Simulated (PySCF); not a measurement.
## Electronic structure of C7H12PSi (SMILES C=CC1=CC(C)=C([SiH3])[PH2+]1) (charge +1) in real space

```xyz
21

C     3.2307    1.7739    0.5277
C     2.8297    0.6496   -0.0600
C     1.4522    0.2353   -0.0879
C     0.8919   -0.8706   -0.6391
C    -0.5571   -1.0027   -0.4939
C    -1.2402   -2.1821   -1.0693
C    -1.1796    0.0037    0.1826
Si   -3.0371    0.2240    0.5944
P     0.0904    1.1616    0.6555
H     4.2621    2.0757    0.5439
H     2.5232    2.4331    1.0161
H     3.5328   -0.0100   -0.5480
H     1.4615   -1.6233   -1.1602
H    -0.8295   -3.0955   -0.6387
H    -2.3102   -2.1523   -0.8882
H    -1.0606   -2.2264   -2.1436
H    -3.0726    1.4892    1.3315
H    -3.4158   -0.9219    1.4147
H    -3.7370    0.2921   -0.6842
H     0.2230    1.3391    2.0130
H    -0.0666    2.4244    0.1333
```

Geometry: GFN2-xTB.

Computed with PBE0/pcSseg-1, SCF density, gas phase, non-relativistic in PySCF.

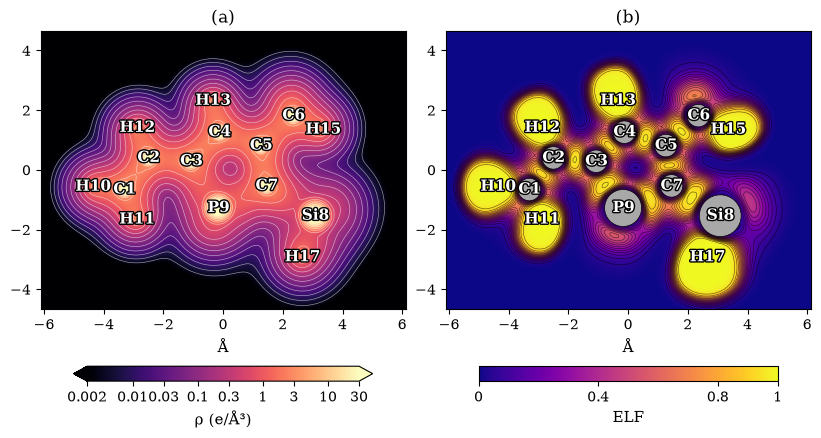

Figure 1. (a) total electron density; (b) ELF on the plane of atoms C5, C7 and P9. Grey discs cover the atomic cores in the ELF map.

> Describe what can be read from this map.

- The section cuts through C, Si, P and H sites.
- C–C (1.33 Å): ρ at the midpoint is about 2.3 e/Å³; the ELF peaks at about 0.95 between the atoms (a short, multiple covalent bond).
- C–P (1.78 Å): the density is about 1.2 e/Å³ at the midpoint; the ELF peaks at about 0.95 between the atoms (a covalent bond).
- C–Si (1.92 Å): the density is about 0.85 e/Å³ at the midpoint; the ELF peaks at about 0.95 between the atoms; localised, covalent bonding.
- C–H (1.07 Å): the density is about 2.1 e/Å³ at the midpoint; the ELF climbs to about 1 towards the hydrogen, as it does in any bond to H; a covalent bond by its length.
- C–C (1.44 Å): the density is about 1.9 e/Å³ at the midpoint; the ELF peaks at about 0.95 between the atoms; a covalent bond.

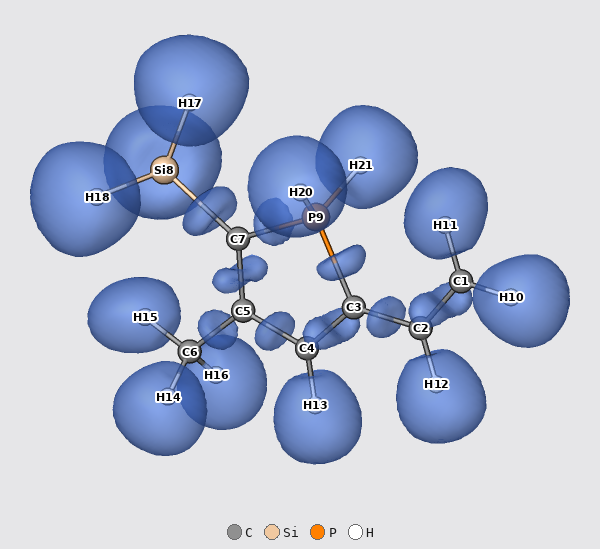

Figure 2. Isosurface of the electron localisation function at 0.85 (blue), seen at a tilt. Only the valence region is drawn (cores and ρ < 0.01 e/Å³ removed).

> Identify the bonds, lone pairs and shells in this picture.

At this value the surface marks out six regions between bonded C–C atoms (shared pairs), two regions between bonded C–P atoms (shared pairs), one region between bonded C–Si atoms (shared pairs) and twelve regions around hydrogen nuclei.
